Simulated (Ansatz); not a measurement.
Base system: SrO in the rock salt structure (space group Fm-3m, No. 225; a = 5.160 Å). Axes: x, y, z lie along the cube axes.

One thing is altered: a free-standing slab of 6 layers (12 atoms, 2 a layer) is cut normal to the z axis, with 15 Å of vacuum and the in-plane cell held at bulk.

All numbers come from DFT with r2SCAN, PAW potentials and a 500 eV plane-wave cutoff in Ansatz (a quantum-chemistry and plane-wave program), spin-orbit coupling left out, earlier PAW set.

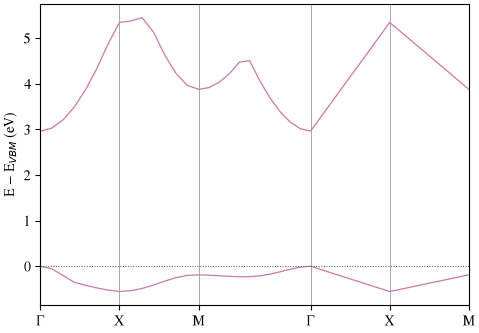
*Highest valence and lowest conduction band along the path of the changed cell's own zone*

**Question.** From the figure, how large is the changed gap, and is it direct?

**Answer.** About 3.0 eV, direct at Γ.

No phonon test of stability was made. k-point labels follow each cell's own Brillouin zone.
